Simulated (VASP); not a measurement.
Band structure of Be₄SSe₃ (ordered alloy cell). All values below come from PBE GGA, VASP's PBE PAW potentials (set 64) (plane waves; VASP).

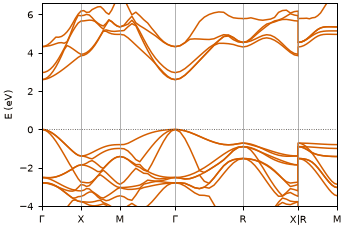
Fig. 1. Bands along high-symmetry lines, zero at the valence-band maximum or, without a gap, the Fermi level

**Question.** Read the plot: is there a gap, and where are the band edges?

**Answer.** The gap is direct, 2.60 eV, from the valence maximum at Γ to the conduction minimum at Γ. (Edges off the drawn lines would not show.)

The structure was generated: Be4SSe3 was put into an ordered model structure (P-43m), which need not be its known phase. It was relaxed first.
